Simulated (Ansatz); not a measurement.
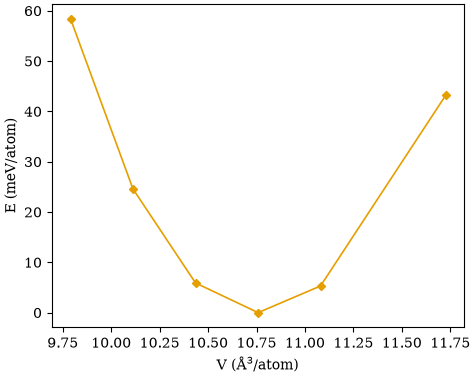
*Al$_{3}$SiCN$_{3}$ in space group P3m1 (No. 156; Pearson symbol hP8) under volume change, plane-wave PAW PBE (Ansatz code), shape and atoms relaxed at each volume.*

**Question.** What does a third-order Birch–Murnaghan fit give for V₀, B₀ and B′?

**Answer.** V₀ = 10.76 Å³/atom, B₀ = 183 GPa, B′ = 4.0.

The start of the workflow was typed in or built on a structure type; neither database checked (COD, Materials Project) lists it. Whether it is the stable phase at ambient conditions was not checked. The PBE relaxation kept the symmetry of its start; its stability against distortions is not shown here.

Potentials: the earlier of the program's two PAW sets.
